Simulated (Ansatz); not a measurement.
System: C3H5NSSi (SMILES C#CN1CS[SiH2]1).

Input file:

```
crystal:
  periodic: [false, false, false]
  atoms:
    - {symbol: C, position_ang: [2.601180, -0.294646, 0.164244]}
    - {symbol: C, position_ang: [1.407660, -0.158136, 0.084072]}
    - {symbol: N, position_ang: [0.091358, -0.008414, -0.002705]}
    - {symbol: C, position_ang: [-0.798654, -0.228360, 1.136264]}
    - {symbol: S, position_ang: [-2.431254, 0.128750, 0.354888]}
    - {symbol: Si, position_ang: [-1.048200, 0.423160, -1.239831]}
    - {symbol: H, position_ang: [3.655072, -0.414235, 0.231082]}
    - {symbol: H, position_ang: [-0.605457, 0.467227, 1.955809]}
    - {symbol: H, position_ang: [-0.763819, -1.258075, 1.498601]}
    - {symbol: H, position_ang: [-0.915395, 1.802236, -1.774617]}
    - {symbol: H, position_ang: [-1.127192, -0.516306, -2.387308]}
basis:
  gaussian: {orbitals: def2-TZVPP}
hamiltonian: {xc: pbe0, dispersion: d4}
output: {orbitals: {seedname: orbitals}}
```

Launched as:

```sh
ansatz run in.yaml --threads 4 --pin off --events-out ev --progress --plain --max-ram 10444MiB
```

Geometry: PBE0-D4/def2-TZVP.

All numbers below come from RKS PBE0-D4/def2-TZVPP in Ansatz 0.2.0.

> What can the converged electron density and electron localisation function tell about the bonding?

C–C (1.20 Å): the density is about 2.8 e/Å³ at the midpoint; the ELF peaks at about 0.85 between the atoms (a short, multiple covalent bond).
C–N (1.33 Å): ρ at the midpoint is about 2.5 e/Å³; the ELF peaks at about 0.90 between the atoms: localised, covalent bonding.
Si–N (1.74 Å): ρ at the midpoint is about 1.1 e/Å³; the ELF peaks at about 0.90 between the atoms, as expected for a polar covalent bond.
C–S (1.84 Å): ρ is about 1.2 e/Å³ halfway; the ELF peaks at about 0.90 between the atoms: a shared electron pair.

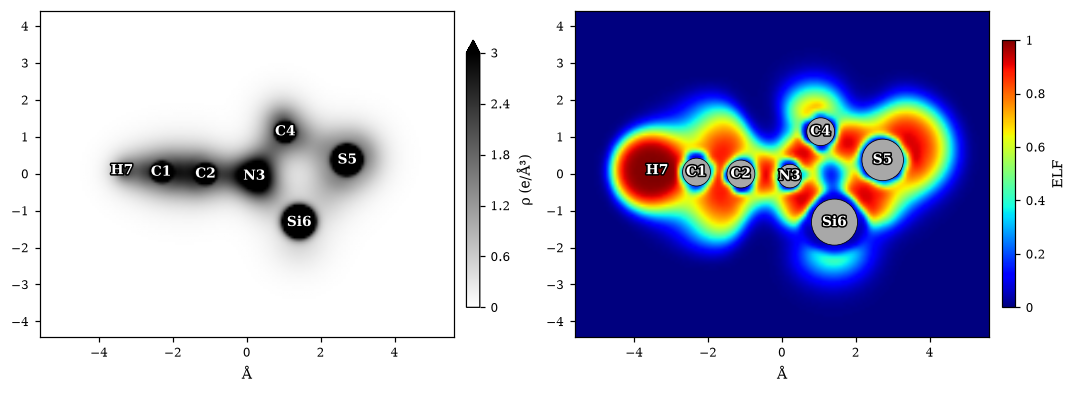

Computed electron density and electron localisation function on the plane of atoms C4, S5 and Si6, in this order. Grey discs cover the atomic cores in the ELF map. 
